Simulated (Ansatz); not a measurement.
**CH6AlNO: one molecule under many settings**

How do the results and run time of CH6AlNO respond when the settings are drawn wide?

Program: Ansatz 0.2.0, Gaussian basis. Level of theory: the settings change from run to run. These are calculated values, not measurements.

## Step 1: The molecule

The structure was relaxed beforehand with PBE0-D4 in a triple-zeta def2 set.

SMILES `C[O][AlH][NH2]`, 10 atoms, charge 0, spin multiplicity 1.

Atoms are counted from 1 here; the program's logs count them from 0.

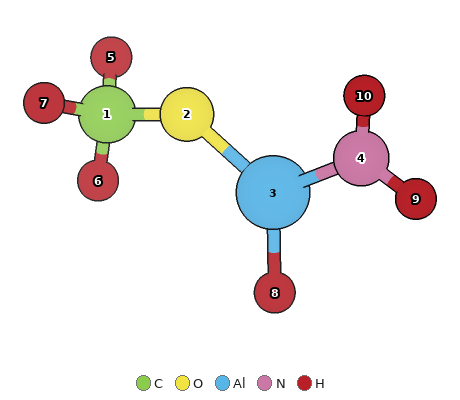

The structure; carbon green, oxygen yellow, aluminium blue, nitrogen pink, hydrogen red; atoms are numbered from 1 in the order of the file.

## Step 2: B97/def2-mTZVPP

Options: charge +1, multiplicity 2, atoms shaken by 0.03 Å, a point charge of 0.50 e beside it, relativity set to none.

File in.yaml:

```yaml
crystal:
  periodic: [false, false, false]
  atoms:
    - {symbol: C, position_ang: [-1.537078, 0.191861, -1.107663]}
    - {symbol: O, position_ang: [-0.290691, 0.276724, -0.600872]}
    - {symbol: Al, position_ang: [0.521767, -0.340856, 0.804206]}
    - {symbol: N, position_ang: [2.227235, 0.024341, 0.878552]}
    - {symbol: H, position_ang: [-1.617658, -0.237072, -2.127973]}
    - {symbol: H, position_ang: [-2.307220, -0.353522, -0.509417]}
    - {symbol: H, position_ang: [-1.991203, 1.223574, -1.125436]}
    - {symbol: H, position_ang: [-0.287432, -1.223888, 1.798199]}
    - {symbol: H, position_ang: [2.734973, -0.340855, 1.688731]}
    - {symbol: H, position_ang: [2.748106, 0.588128, 0.296539]}
basis:
  gaussian: {orbitals: def2-mTZVPP, point_charges: [{charge: 0.50, position_ang: [6.319, -0.892, -0.164]}]}
total_charge: 1
magnetization: {spin_polarized: true, initial_magnetization: 1}
hamiltonian: {xc: {name: B97}, pseudopotentials: {relativity: none}}
output: {forces: true}
```

Run with:

```
$ ansatz run in.yaml --threads 2 --pin off --events-out ev --progress --plain --max-ram 32768MiB --backend cpu
```

The program printed (excerpt; [...] marks lines left out):

```text
Functional definition: B97
  name "B97"
  cite "Becke, J. Chem. Phys. 107, 8554 (1997) doi:10.1063/1.475007"
[...]
      + integral(e_c_pw_opposite_spin*poly(b97_u_opposite, cos0, cos1, cos2))
1089 factors; integrals over basis functions are off by at most 1.2e-3 eV
[...]
mean field -11259.37628175 eV, -413.7744464749 hartree, gradient 1.4e-5 eV, S^2 0.761484; 2 other end points of the search recorded, 0 dependent functions left out
[...]
reference -11259.37630790 eV, -413.7744474360 hartree; 20, 19 occupied and 99, 100 virtual orbitals, 1089 factors
Total energy: -11259.37630790 eV, -413.7744474360 hartree
Atom 0 at    -1.537078     0.191861    -1.107663 Å, force    -2.433595    -0.484721    -0.062342 eV/Å
Atom 1 at    -0.290691     0.276724    -0.600872 Å, force     0.669352     0.054007    -0.500740 eV/Å
Atom 2 at     0.521767    -0.340856     0.804206 Å, force    -1.644438    -0.751756     0.670095 eV/Å
Atom 3 at     2.227235     0.024341     0.878552 Å, force    -0.359619    -1.394896     1.783904 eV/Å
Atom 4 at    -1.617658    -0.237072    -2.127973 Å, force     0.631523     0.640176    -0.035927 eV/Å
Atom 5 at    -2.307220    -0.353522    -0.509417 Å, force     0.741873     0.107302     0.315138 eV/Å
Atom 6 at    -1.991203     1.223574    -1.125436 Å, force     0.304469    -0.024247    -0.399680 eV/Å
Atom 7 at    -0.287432    -1.223888     1.798199 Å, force     0.085001     0.028718     0.050674 eV/Å
Atom 8 at     2.734973    -0.340855     1.688731 Å, force     0.189403     0.287959    -0.313845 eV/Å
Atom 9 at     2.748106     0.588128     0.296539 Å, force     1.604183     1.588801    -1.459175 eV/Å
Dipole moment:    -0.017772     0.094942     0.038712 e Å
```

Wall time 20 s (2 threads, shared host); peak memory 0.42 GiB.

Largest force 2.688 eV/Å, ⟨S²⟩ 0.761.

## Step 3: B3LYP/pcseg-2

Options: a grid of angular degree 23.

File in.yaml:

```yaml
crystal:
  periodic: [false, false, false]
  atoms:
    - {symbol: C, position_ang: [-1.599906, 0.245106, -1.107051]}
    - {symbol: O, position_ang: [-0.298979, 0.297388, -0.607387]}
    - {symbol: Al, position_ang: [0.479610, -0.345334, 0.744364]}
    - {symbol: N, position_ang: [2.192137, 0.015176, 0.937262]}
    - {symbol: H, position_ang: [-1.605583, -0.203590, -2.106632]}
    - {symbol: H, position_ang: [-2.275323, -0.342737, -0.471388]}
    - {symbol: H, position_ang: [-2.014744, 1.255604, -1.192114]}
    - {symbol: H, position_ang: [-0.292852, -1.233170, 1.797456]}
    - {symbol: H, position_ang: [2.756683, -0.312895, 1.703069]}
    - {symbol: H, position_ang: [2.742057, 0.573354, 0.305321]}
basis:
  gaussian: {orbitals: pcseg-2, final_grid: {core_spheres: 8, valence_spheres: 7, degree: 23}}
hamiltonian: {xc: {name: B3LYP}}
output: {forces: true}
```

Same command.

The program printed (excerpt; [...] marks lines left out):

```text
Functional definition: B3LYP
  name "B3LYP"
  cite "Stephens, Devlin, Chabalowski & Frisch, J. Phys. Chem. 98, 11623 (1994) doi:10.1021/j100096a001"
  cite "Becke, Phys. Rev. A 38, 3098 (1988) doi:10.1103/PhysRevA.38.3098"
  cite "Lee, Yang & Parr, Phys. Rev. B 37, 785 (1988) doi:10.1103/PhysRevB.37.785"
  cite "Vosko, Wilk & Nusair, Can. J. Phys. 58, 1200 (1980) doi:10.1139/p80-159"
[...]
1052 factors; their error is unknown
[...]
mean field -11274.15538693 eV, -414.3175685725 hartree, gradient 2.6e-5 eV, S^2 0.000000; 0 other end points of the search recorded, 0 dependent functions left out
[...]
reference -11274.15568230 eV, -414.3175794274 hartree; 20, 20 occupied and 188, 188 virtual orbitals, 1052 factors
Total energy: -11274.15568230 eV, -414.3175794274 hartree
Atom 0 at    -1.599906     0.245106    -1.107051 Å, force    -0.375095     0.019738    -0.196309 eV/Å
Atom 1 at    -0.298979     0.297388    -0.607387 Å, force     0.246034     0.007224     0.093193 eV/Å
Atom 2 at     0.479610    -0.345334     0.744364 Å, force    -0.066604    -0.092097     0.121665 eV/Å
Atom 3 at     2.192137     0.015176     0.937262 Å, force     0.043109    -0.001194     0.020612 eV/Å
Atom 4 at    -1.605583    -0.203590    -2.106632 Å, force    -0.009273     0.028324     0.058208 eV/Å
Atom 5 at    -2.275323    -0.342737    -0.471388 Å, force     0.024983     0.031240    -0.038517 eV/Å
Atom 6 at    -2.014744     1.255604    -1.192114 Å, force     0.015176    -0.063773     0.001085 eV/Å
Atom 7 at    -0.292852    -1.233170     1.797456 Å, force     0.050677     0.053928    -0.064438 eV/Å
Atom 8 at     2.756683    -0.312895     1.703069 Å, force     0.038559     0.010083     0.000943 eV/Å
Atom 9 at     2.742057     0.573354     0.305321 Å, force     0.032434     0.006527     0.003557 eV/Å
Dipole moment:     0.051824    -0.013117     0.041614 e Å
```

Run time: 5.5 s. Hardware: 2 threads, shared host; peak memory 0.42 GiB.

Largest force 0.424 eV/Å, dipole 0.33 D.

## Step 4: r2SCAN0/def2-mTZVP

Set apart from the defaults: charge +1, multiplicity 2, restricted open-shell orbitals, D3(BJ) with three-body dispersion, high accuracy.

in.yaml, as its differences from that of step 3:

```diff
@@ -14,4 +14,6 @@
 basis:
-  gaussian: {orbitals: pcseg-2, final_grid: {core_spheres: 8, valence_spheres: 7, degree: 23}}
-hamiltonian: {xc: {name: B3LYP}}
-output: {forces: true}
+  gaussian: {orbitals: def2-mTZVP}
+total_charge: 1
+magnetization: {spin_polarized: false, initial_magnetization: 1}
+hamiltonian: {xc: {name: r2SCAN0}, dispersion: d3bjatm}
+accuracy: high
```

Same command.

The program printed (excerpt; [...] marks lines left out):

```text
Functional definition: r2SCAN0
  name "r2SCAN0"
  cite "Bursch, Neugebauer, Ehlert & Grimme, J. Chem. Phys. 156, 134105 (2022) doi:10.1063/5.0086040"
  cite "Furness, Kaplan, Ning, Perdew & Sun, J. Phys. Chem. Lett. 11, 8208 (2020) doi:10.1021/acs.jpclett.0c02405"
  cite "Furness, Kaplan, Ning, Perdew & Sun, J. Phys. Chem. Lett. 11, 9248 (2020) doi:10.1021/acs.jpclett.0c03077"
  parent r2scan
[...]
2099 factors; integrals over basis functions are off by at most 1.4e-8 eV
[...]
mean field -11258.79031080 eV, -413.7529124397 hartree, gradient 3.0e-8 eV, S^2 0.750000; 6 other end points of the search recorded, 0 dependent functions left out
reference -11258.79031358 eV, -413.7529125418 hartree; 20, 19 occupied and 82, 83 virtual orbitals, 2099 factors
Total energy: -11258.83786010 eV, -413.7546598441 hartree
```

Run time: 37 s. Hardware: 2 threads, shared host; peak memory 0.68 GiB.

## Step 5: PBE-QIDH/def2-TZVPD

This run has a grid of angular degree 47, the search for lower states set to full.

in.yaml, as its differences from that of step 4:

```diff
@@ -14,6 +14,5 @@
 basis:
-  gaussian: {orbitals: def2-mTZVP}
-total_charge: 1
-magnetization: {spin_polarized: false, initial_magnetization: 1}
-hamiltonian: {xc: {name: r2SCAN0}, dispersion: d3bjatm}
-accuracy: high
+  gaussian: {orbitals: def2-TZVPD, final_grid: {core_spheres: 20, valence_spheres: 16, degree: 47}}
+hamiltonian: {xc: {name: PBE-QIDH}}
+scf: {lower_state_search: full}
+output: {forces: true}
```

The command is unchanged.

The program printed (excerpt; [...] marks lines left out):

```text
Functional definition: PBE-QIDH
  name "PBE-QIDH"
  cite "Brémond, Sancho-García, Pérez-Jiménez & Adamo, J. Chem. Phys. 141, 031101 (2014) doi:10.1063/1.4890314"
  cite "Perdew, Burke & Ernzerhof, Phys. Rev. Lett. 77, 3865 (1996) doi:10.1103/PhysRevLett.77.3865"
[...]
1449 factors; integrals over basis functions are off by at most 9.9e-4 eV
[...]
mean field -11254.40928349 eV, -413.5919126558 hartree, gradient 3.3e-6 eV, S^2 0.000000; 0 other end points of the search recorded, 0 dependent functions left out
8 core orbitals not correlated: weight in the atoms' cores, before any rotation towards them, 1.000 or more for the frozen orbitals, at most 0.000 for the correlated occupied ones
reference -11254.40930038 eV, -413.5919132763 hartree; 12, 12 occupied and 191, 191 virtual orbitals, 1449 factors
second order -21.25685720 eV of doubles, -0.00000000 eV of singles
[...]
Atom 0 at    -1.599906     0.245106    -1.107051 Å, force    -0.117336     0.004668    -0.057932 eV/Å
Atom 1 at    -0.298979     0.297388    -0.607387 Å, force    -0.041248    -0.045828     0.047567 eV/Å
Atom 2 at     0.479610    -0.345334     0.744364 Å, force    -0.044007     0.010125    -0.028552 eV/Å
Atom 3 at     2.192137     0.015176     0.937262 Å, force     0.047553     0.009964     0.005119 eV/Å
Atom 4 at    -1.605583    -0.203590    -2.106632 Å, force     0.020108     0.070151     0.164786 eV/Å
Atom 5 at    -2.275323    -0.342737    -0.471388 Å, force     0.121203     0.085540    -0.082045 eV/Å
Atom 6 at    -2.014744     1.255604    -1.192114 Å, force     0.082725    -0.158221     0.022073 eV/Å
Atom 7 at    -0.292852    -1.233170     1.797456 Å, force     0.045867     0.049368    -0.059575 eV/Å
Atom 8 at     2.756683    -0.312895     1.703069 Å, force    -0.055824     0.058145    -0.116358 eV/Å
Atom 9 at     2.742057     0.573354     0.305321 Å, force    -0.059040    -0.083911     0.104917 eV/Å
Dipole moment:     0.044739    -0.011874     0.036487 e Å
```

Wall time 42 s (2 threads, shared host); peak memory 0.74 GiB.

Largest force 0.180 eV/Å, dipole 0.28 D.

## Step 6: LC-wPBE/def2-SVP

Options: charge -1, multiplicity 2, the search for lower states set to light.

in.yaml, as its differences from that of step 5:

```diff
@@ -14,5 +14,7 @@
 basis:
-  gaussian: {orbitals: def2-TZVPD, final_grid: {core_spheres: 20, valence_spheres: 16, degree: 47}}
-hamiltonian: {xc: {name: PBE-QIDH}}
-scf: {lower_state_search: full}
+  gaussian: {orbitals: def2-SVP}
+total_charge: -1
+magnetization: {spin_polarized: true, initial_magnetization: 1}
+hamiltonian: {xc: {name: LC-wPBE}}
+scf: {lower_state_search: light}
 output: {forces: true}
```

Launched as before.

The program printed (excerpt; [...] marks lines left out):

```text
Functional definition: LC-wPBE
  name "LC-wPBE"
  cite "Vydrov & Scuseria, J. Chem. Phys. 125, 234109 (2006) doi:10.1063/1.2409292"
  cite "Heyd & Scuseria, J. Chem. Phys. 120, 7274 (2004) doi:10.1063/1.1668634"
  cite "Ernzerhof & Perdew, J. Chem. Phys. 109, 3313 (1998) doi:10.1063/1.476928"
  cite "Perdew, Burke & Ernzerhof, Phys. Rev. Lett. 77, 3865 (1996) doi:10.1103/PhysRevLett.77.3865"
  parent pbe
[...]
1014 factors; their error is unknown
333 factors; integrals over basis functions are off by at most 2.0e-5 eV
[...]
mean field -11257.94397189 eV, -413.7218100585 hartree, gradient 1.0e-5 eV, S^2 0.757970; 4 other end points of the search recorded, 0 dependent functions left out
[...]
reference -11257.94397190 eV, -413.7218100588 hartree; 21, 20 occupied and 69, 70 virtual orbitals, 1014 factors
Total energy: -11257.94397190 eV, -413.7218100588 hartree
Atom 0 at    -1.599906     0.245106    -1.107051 Å, force     1.932622     0.057245     0.778779 eV/Å
Atom 1 at    -0.298979     0.297388    -0.607387 Å, force    -1.986323     0.920776    -2.244244 eV/Å
Atom 2 at     0.479610    -0.345334     0.744364 Å, force    -0.848518    -1.340260     1.489945 eV/Å
Atom 3 at     2.192137     0.015176     0.937262 Å, force     1.677775     0.494608     0.045334 eV/Å
Atom 4 at    -1.605583    -0.203590    -2.106632 Å, force    -0.186128    -0.202178    -0.445180 eV/Å
Atom 5 at    -2.275323    -0.342737    -0.471388 Å, force    -0.284124    -0.172843     0.148061 eV/Å
Atom 6 at    -2.014744     1.255604    -1.192114 Å, force    -0.352702     0.379966    -0.084353 eV/Å
Atom 7 at    -0.292852    -1.233170     1.797456 Å, force    -0.211123    -0.180972     0.272212 eV/Å
Atom 8 at     2.756683    -0.312895     1.703069 Å, force     0.116928    -0.053932     0.135579 eV/Å
Atom 9 at     2.742057     0.573354     0.305321 Å, force     0.141593     0.097588    -0.096134 eV/Å
Dipole moment:    -0.083574     0.339213    -0.521856 e Å
```

It took 14 s on 2 threads, shared host; peak memory 0.42 GiB.

Largest force 3.135 eV/Å, ⟨S²⟩ 0.758.

## Step 7: PBE-QIDH/aug-cc-pVDZ

This run has the search for lower states set to full.

in.yaml, as its differences from that of step 6:

```diff
@@ -14,7 +14,5 @@
 basis:
-  gaussian: {orbitals: def2-SVP}
-total_charge: -1
-magnetization: {spin_polarized: true, initial_magnetization: 1}
-hamiltonian: {xc: {name: LC-wPBE}}
-scf: {lower_state_search: light}
+  gaussian: {orbitals: aug-cc-pVDZ}
+hamiltonian: {xc: {name: PBE-QIDH}}
+scf: {lower_state_search: full}
 output: {forces: true}
```

The command is unchanged.

The program printed (excerpt; [...] marks lines left out):

```text
Functional definition: PBE-QIDH
  name "PBE-QIDH"
  cite "Brémond, Sancho-García, Pérez-Jiménez & Adamo, J. Chem. Phys. 141, 031101 (2014) doi:10.1063/1.4890314"
  cite "Perdew, Burke & Ernzerhof, Phys. Rev. Lett. 77, 3865 (1996) doi:10.1103/PhysRevLett.77.3865"
[...]
1460 factors; integrals over basis functions are off by at most 7.8e-4 eV
[...]
mean field -11252.63571009 eV, -413.5267350352 hartree, gradient 6.5e-6 eV, S^2 0.000000; 0 other end points of the search recorded, 0 dependent functions left out
8 core orbitals not correlated: weight in the atoms' cores, before any rotation towards them, 1.000 or more for the frozen orbitals, at most 0.000 for the correlated occupied ones
reference -11252.63573332 eV, -413.5267358889 hartree; 12, 12 occupied and 130, 130 virtual orbitals, 1460 factors
second order -18.45387715 eV of doubles, -0.00000000 eV of singles
[...]
Atom 0 at    -1.599906     0.245106    -1.107051 Å, force    -0.084824    -0.023204     0.000506 eV/Å
Atom 1 at    -0.298979     0.297388    -0.607387 Å, force    -0.185043     0.329389    -0.602961 eV/Å
Atom 2 at     0.479610    -0.345334     0.744364 Å, force    -0.338702    -0.436437     0.540646 eV/Å
Atom 3 at     2.192137     0.015176     0.937262 Å, force     0.553101     0.121283     0.054139 eV/Å
Atom 4 at    -1.605583    -0.203590    -2.106632 Å, force     0.020555    -0.028842    -0.056962 eV/Å
Atom 5 at    -2.275323    -0.342737    -0.471388 Å, force    -0.031443    -0.042820     0.054419 eV/Å
Atom 6 at    -2.014744     1.255604    -1.192114 Å, force    -0.007584     0.066301     0.003141 eV/Å
Atom 7 at    -0.292852    -1.233170     1.797456 Å, force    -0.000751    -0.002933     0.001899 eV/Å
Atom 8 at     2.756683    -0.312895     1.703069 Å, force     0.041662    -0.007712     0.030339 eV/Å
Atom 9 at     2.742057     0.573354     0.305321 Å, force     0.033030     0.024975    -0.025165 eV/Å
Dipole moment:     0.050614    -0.014035     0.042534 e Å
```

Wall time 18 s (2 threads, shared host); peak memory 0.57 GiB.

Largest force 0.773 eV/Å, dipole 0.32 D.

## Step 8: B97/x2c-TZVPPall

Set apart from the defaults: charge -1, multiplicity 2, restricted open-shell orbitals, atoms shaken by 0.03 Å, the search for lower states set to off.

File in.yaml:

```yaml
crystal:
  periodic: [false, false, false]
  atoms:
    - {symbol: C, position_ang: [-1.657514, 0.233943, -1.113241]}
    - {symbol: O, position_ang: [-0.321368, 0.286952, -0.594247]}
    - {symbol: Al, position_ang: [0.434428, -0.282243, 0.700491]}
    - {symbol: N, position_ang: [2.207155, 0.044897, 0.947002]}
    - {symbol: H, position_ang: [-1.564134, -0.218437, -2.094028]}
    - {symbol: H, position_ang: [-2.223633, -0.368564, -0.437530]}
    - {symbol: H, position_ang: [-2.028432, 1.278921, -1.176816]}
    - {symbol: H, position_ang: [-0.289038, -1.273162, 1.789797]}
    - {symbol: H, position_ang: [2.757968, -0.347630, 1.682714]}
    - {symbol: H, position_ang: [2.738654, 0.563664, 0.262195]}
basis:
  gaussian: {orbitals: x2c-TZVPPall}
total_charge: -1
magnetization: {spin_polarized: false, initial_magnetization: 1}
hamiltonian: {xc: {name: B97}}
scf: {lower_state_search: off}
output: {forces: true}
```

Same command.

The program printed (excerpt; [...] marks lines left out):

```text
Functional definition: B97
  name "B97"
  cite "Becke, J. Chem. Phys. 107, 8554 (1997) doi:10.1063/1.475007"
[...]
      + integral(e_c_pw_opposite_spin*poly(b97_u_opposite, cos0, cos1, cos2))
[...]
1126 factors; their error is unknown
[...]
mean field -11283.10653207 eV, -414.6465170894 hartree, gradient 4.8e-6 eV, S^2 0.750000; 0 other end points of the search recorded, 0 dependent functions left out
[...]
reference -11283.10657451 eV, -414.6465186490 hartree; 21, 20 occupied and 198, 199 virtual orbitals, 1126 factors
Total energy: -11283.10657451 eV, -414.6465186490 hartree
Relativity: scalar
Atom 0 at    -1.657514     0.233943    -1.113241 Å, force     2.738412     0.882403     0.560729 eV/Å
Atom 1 at    -0.321368     0.286952    -0.594247 Å, force    -2.508127     1.179327    -4.228022 eV/Å
Atom 2 at     0.434428    -0.282243     0.700491 Å, force     0.920410    -0.633043     4.917414 eV/Å
Atom 3 at     2.207155     0.044897     0.947002 Å, force    -0.132674     0.030550    -0.888109 eV/Å
Atom 4 at    -1.564134    -0.218437    -2.094028 Å, force    -0.550045    -0.116052    -0.455787 eV/Å
Atom 5 at    -2.223633    -0.368564    -0.437530 Å, force    -1.060170    -0.384407     0.293918 eV/Å
Atom 6 at    -2.028432     1.278921    -1.176816 Å, force    -0.239718    -0.511324    -0.029112 eV/Å
Atom 7 at    -0.289038    -1.273162     1.789797 Å, force     0.215872    -0.267919    -0.546210 eV/Å
Atom 8 at     2.757968    -0.347630     1.682714 Å, force     0.355195    -0.096116     0.108513 eV/Å
Atom 9 at     2.738654     0.563664     0.262195 Å, force     0.260845    -0.083420     0.266665 eV/Å
Dipole moment:    -0.037551    -0.004519    -0.928309 e Å
Checks for a lower state left out: stability, starts, cluster_reference, orbital_swaps, neighbouring_geometries, increment
```

It took 19 s on 2 threads, shared host; peak memory 0.55 GiB.

Largest force 5.055 eV/Å.

## Step 9: PBEsol/def2-SVPD

Options: multiplicity 3, a point charge of 0.50 e beside it.

File in.yaml:

```yaml
crystal:
  periodic: [false, false, false]
  atoms:
    - {symbol: C, position_ang: [-1.599906, 0.245106, -1.107051]}
    - {symbol: O, position_ang: [-0.298979, 0.297388, -0.607387]}
    - {symbol: Al, position_ang: [0.479610, -0.345334, 0.744364]}
    - {symbol: N, position_ang: [2.192137, 0.015176, 0.937262]}
    - {symbol: H, position_ang: [-1.605583, -0.203590, -2.106632]}
    - {symbol: H, position_ang: [-2.275323, -0.342737, -0.471388]}
    - {symbol: H, position_ang: [-2.014744, 1.255604, -1.192114]}
    - {symbol: H, position_ang: [-0.292852, -1.233170, 1.797456]}
    - {symbol: H, position_ang: [2.756683, -0.312895, 1.703069]}
    - {symbol: H, position_ang: [2.742057, 0.573354, 0.305321]}
basis:
  gaussian: {orbitals: def2-SVPD, point_charges: [{charge: 0.50, position_ang: [6.720, -0.426, 0.639]}]}
magnetization: {spin_polarized: true, initial_magnetization: 2}
hamiltonian: {xc: {name: PBEsol}}
```

Same command.

The program printed (excerpt; [...] marks lines left out):

```text
Functional definition: PBEsol
  name "PBEsol"
  cite "Perdew et al., Phys. Rev. Lett. 100, 136406 (2008) doi:10.1103/PhysRevLett.100.136406"
  cite "Perdew, Burke & Ernzerhof, Phys. Rev. Lett. 77, 3865 (1996) doi:10.1103/PhysRevLett.77.3865"
  parent pbesol
[...]
1142 factors; their error is unknown
[...]
mean field -11220.02034650 eV, -412.3281425309 hartree, gradient 2.1e-6 eV, S^2 2.002814; 10 other end points of the search recorded, 0 dependent functions left out
reference -11220.02041301 eV, -412.3281449750 hartree; 21, 19 occupied and 114, 116 virtual orbitals, 1142 factors
Total energy: -11220.02041301 eV, -412.3281449750 hartree
```

Run time: 47 s. Hardware: 2 threads, shared host; peak memory 0.42 GiB.

⟨S²⟩ 2.003.

## Step 10: All runs side by side

```
               level  charge  multiplicity               geometry  functions  energy (eV)   time
     B97/def2-mTZVPP       1             2   shaken, point charge        119   -11259.376   20 s
       B3LYP/pcseg-2       0             1                relaxed        208   -11274.156  5.5 s
  r2SCAN0/def2-mTZVP       1             2                relaxed        102   -11258.838   37 s
 PBE-QIDH/def2-TZVPD       0             1                relaxed        211   -11261.495   42 s
    LC-wPBE/def2-SVP      -1             2                relaxed         90   -11257.944   14 s
PBE-QIDH/aug-cc-pVDZ       0             1                relaxed        150   -11258.787   18 s
    B97/x2c-TZVPPall      -1             2                 shaken        219   -11283.107   19 s
    PBEsol/def2-SVPD       0             3  relaxed, point charge        135   -11220.020   47 s
```

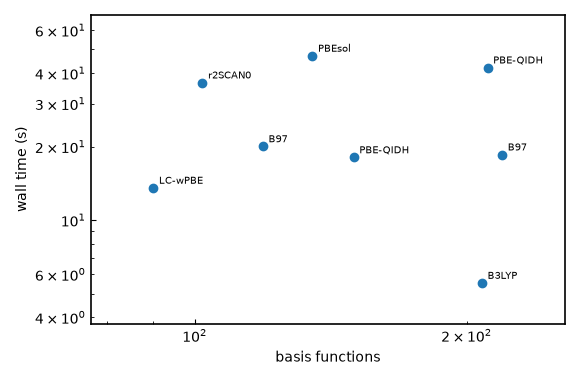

Wall time against the number of basis functions (shared host).

## Step 11: Outcome

```
                                         quantity                   value
                                             runs                       8
                                         quickest    B3LYP/pcseg-2, 5.5 s
                                          slowest  PBEsol/def2-SVPD, 47 s
spread of total energies, same state and geometry                 15.4 eV
                  dipole, same state and geometry          0.28 to 0.33 D
```

In words: PBEsol/def2-SVPD took 9 times as long as B3LYP/pcseg-2. The jobs differ in tasks and options as well as level. The totals spread over 15 eV; they can't be compared across methods or bases. At the PBE0-D4/def2-TZVP geometry and in the same state, runs without warnings or point charges leave forces up to 0.77 eV/Å (PBE-QIDH/aug-cc-pVDZ).
